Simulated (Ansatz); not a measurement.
## C4H7Al: a changed input and its effect

System: C4H7Al, SMILES CC1=[C]([AlH2])C1.
Method of run 1: RKS PBE-D4/def2-TZVPP (Ansatz 0.2.0).

The geometry comes from this level: PBE0-D4/def2-TZVP. Text and figures count atoms from 1; the logs count them from 0 in places.

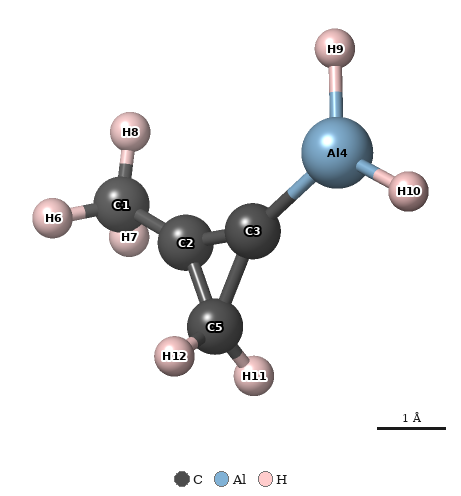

Fig. 1: The structure as given in the input (ball-and-stick view, seen at a tilt; atoms are numbered from 1 in the order of the input). Sticks mark near contacts. Bond lengths as drawn: Al–C 1.91 Å, Al–H 1.58 to 1.59 Å, C–C 1.31 to 1.54 Å and C–H 1.09 Å.

**Input, run 1**
```yaml
crystal:
  periodic: [false, false, false]
  atoms:
    - {symbol: C, position_ang: [-1.826426, -0.648467, -0.016144]}
    - {symbol: C, position_ang: [-0.373619, -0.479621, -0.102399]}
    - {symbol: C, position_ang: [0.679577, 0.283882, 0.027928]}
    - {symbol: Al, position_ang: [1.430121, 1.983077, 0.465601]}
    - {symbol: C, position_ang: [0.885842, -1.166839, -0.430726]}
    - {symbol: H, position_ang: [-2.071773, -1.455930, 0.680796]}
    - {symbol: H, position_ang: [-2.229883, -0.945566, -0.989261]}
    - {symbol: H, position_ang: [-2.322735, 0.266933, 0.310438]}
    - {symbol: H, position_ang: [0.462463, 3.155500, 0.920495]}
    - {symbol: H, position_ang: [2.995455, 2.210293, 0.373056]}
    - {symbol: H, position_ang: [1.140951, -1.366252, -1.472237]}
    - {symbol: H, position_ang: [1.307125, -1.892011, 0.266552]}
basis:
  gaussian: {orbitals: def2-TZVPP}
hamiltonian: {xc: pbe, dispersion: d4}
output: {forces: true, orbitals: {seedname: orbitals}}
```

Launched with:
```bash
ansatz run in.yaml --threads 4 --pin off --events-out ev --progress --plain --max-ram 10444MiB
```

Hardware: 4 threads of Arm Neoverse V2, 23 GiB of memory available, shared host.

**Output (run 1)**
```
Functional definition: PBE
  parameter kappa = 0.804
  parameter beta = 0.06672455060314922
  exchange = pbe_x(kappa = kappa, mu = beta*pi^2/3)
  correlation = pbe_c(beta = beta)
1402 factors; their error is unknown
mean field evaluation 1: about -10833.3732 eV, gradient 7.8e1 eV
mean field evaluation 2: about -10768.0018 eV, gradient 1.6e2 eV
mean field evaluation 4: about -10847.6551 eV, gradient 2.2e1 eV
mean field evaluation 8: about -10848.7266 eV, gradient 3.2e-1 eV
mean field evaluation 16: about -10848.6991 eV, gradient 1.2e-2 eV
mean field -10848.69912951 eV, -398.6823394972 hartree, gradient 2.1e-5 eV, S^2 0.000000; 0 other end points of the search recorded, 0 dependent functions left out
the calculation of the forces begins
reference -10848.69918433 eV, -398.6823415116 hartree; 22, 22 occupied and 242, 242 virtual orbitals, 1402 factors
Total energy: -10848.92961411 eV, -398.6908096501 hartree
Atom 0 at    -1.826426    -0.648467    -0.016144 Å, force     0.084248     0.042477     0.004899 eV/Å
Atom 1 at    -0.373619    -0.479621    -0.102399 Å, force    -0.626143    -0.276267    -0.023951 eV/Å
Atom 2 at     0.679577     0.283882     0.027928 Å, force     0.494836     0.591960     0.131394 eV/Å
Atom 3 at     1.430121     1.983077     0.465601 Å, force     0.014918     0.027172     0.007917 eV/Å
Atom 4 at     0.885842    -1.166839    -0.430726 Å, force     0.131850    -0.222503    -0.080176 eV/Å
Atom 5 at    -2.071773    -1.455930     0.680796 Å, force    -0.069910    -0.174181     0.132613 eV/Å
Atom 6 at    -2.229883    -0.945566    -0.989261 Å, force    -0.100745    -0.075310    -0.192137 eV/Å
Atom 7 at    -2.322735     0.266933     0.310438 Å, force    -0.119618     0.185156     0.067752 eV/Å
Atom 8 at     0.462463     3.155500     0.920495 Å, force    -0.073501     0.085373     0.033123 eV/Å
Atom 9 at     2.995455     2.210293     0.373056 Å, force     0.115738     0.014769    -0.007387 eV/Å
Atom 10 at     1.140951    -1.366252    -1.472237 Å, force     0.057033    -0.046701    -0.212017 eV/Å
Atom 11 at     1.307125    -1.892011     0.266552 Å, force     0.091295    -0.151944     0.137970 eV/Å
Dipole moment:    -0.301495    -0.177676    -0.025155 e Å
```

For run 2 the input was changed thus:
```diff
-hamiltonian: {xc: pbe, dispersion: d4}
+hamiltonian: {xc: r2scan, dispersion: d4}
```

Predict how the results change.

The total energies belong to different models, so their difference says nothing on which is more stable or more accurate. The largest force goes from 0.783 to 0.445 eV/Å. The HOMO goes from −5.94 to −6.09 eV. The LUMO goes from −2.51 to −2.25 eV. The dipole moment goes from 1.69 to 1.72 D. On the same kind of shared host run 2 took about 1.9 times as long.

**Output (run 2)**
```
Functional definition: r2SCAN
  parameter k0 = 0.174
  parameter k1 = 0.065
  parameter a1 = 4.9479
  exchange = r2scan_x(k0 = k0, k1 = k1, a1 = a1)
  correlation = r2scan_c
1402 factors; their error is unknown
mean field evaluation 1: about -10842.5269 eV, gradient 7.1e1 eV
mean field evaluation 2: about -10805.6459 eV, gradient 1.3e2 eV
mean field evaluation 4: about -10854.3593 eV, gradient 1.6e1 eV
mean field evaluation 8: about -10854.9460 eV, gradient 2.2e-1 eV
mean field evaluation 16: about -10854.9223 eV, gradient 1.3e-2 eV
mean field -10854.92230808 eV, -398.9110370915 hartree, gradient 3.0e-5 eV, S^2 0.000000; 0 other end points of the search recorded, 0 dependent functions left out
the calculation of the forces begins
reference -10854.92232390 eV, -398.9110376725 hartree; 22, 22 occupied and 242, 242 virtual orbitals, 1402 factors
Total energy: -10854.98133684 eV, -398.9132063584 hartree
Atom 0 at    -1.826426    -0.648467    -0.016144 Å, force    -0.033577     0.014253     0.007466 eV/Å
Atom 1 at    -0.373619    -0.479621    -0.102399 Å, force    -0.210168    -0.124635    -0.018040 eV/Å
Atom 2 at     0.679577     0.283882     0.027928 Å, force     0.185930     0.391589     0.099958 eV/Å
Atom 3 at     1.430121     1.983077     0.465601 Å, force     0.009214     0.002944     0.001204 eV/Å
Atom 4 at     0.885842    -1.166839    -0.430726 Å, force     0.073289    -0.241316    -0.080261 eV/Å
Atom 5 at    -2.071773    -1.455930     0.680796 Å, force    -0.004865    -0.001831    -0.015078 eV/Å
Atom 6 at    -2.229883    -0.945566    -0.989261 Å, force    -0.002296    -0.010688     0.012476 eV/Å
Atom 7 at    -2.322735     0.266933     0.310438 Å, force    -0.000977    -0.009811    -0.003035 eV/Å
Atom 8 at     0.462463     3.155500     0.920495 Å, force     0.015081    -0.020112    -0.008017 eV/Å
Atom 9 at     2.995455     2.210293     0.373056 Å, force    -0.027189    -0.003475     0.001845 eV/Å
Atom 10 at     1.140951    -1.366252    -1.472237 Å, force    -0.002950     0.002254    -0.002645 eV/Å
Atom 11 at     1.307125    -1.892011     0.266552 Å, force    -0.001491     0.000829     0.004128 eV/Å
Dipole moment:    -0.308931    -0.179487    -0.025006 e Å
```

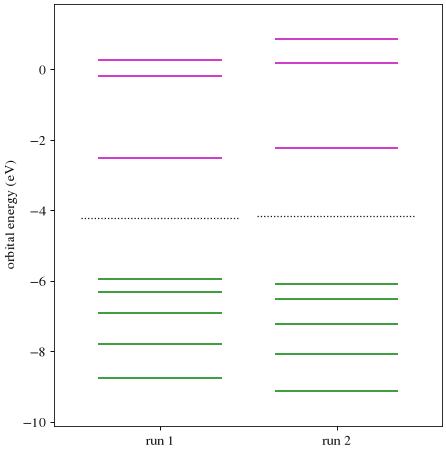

Fig. 2: The five highest filled and three lowest empty orbital energies of the two runs; the dotted lines part filled from empty levels. The HOMO–LUMO gap is 3.43 eV in run 1 and 3.84 eV in run 2.

**The two runs side by side**

| quantity | run 1 | run 2 |
| --- | --- | --- |
| outcome | converged | converged |
| total energy (hartree) | −398.690810 | −398.913206 |
| HOMO (eV) | −5.94 | −6.09 |
| LUMO (eV) | −2.51 | −2.25 |
| dipole moment (D) | 1.69 | 1.72 |
| largest force (eV/Å) | 0.783 | 0.445 |
| basis functions | 264 | 264 |
| wall time (shared host) | 2.1 s | 4.1 s |
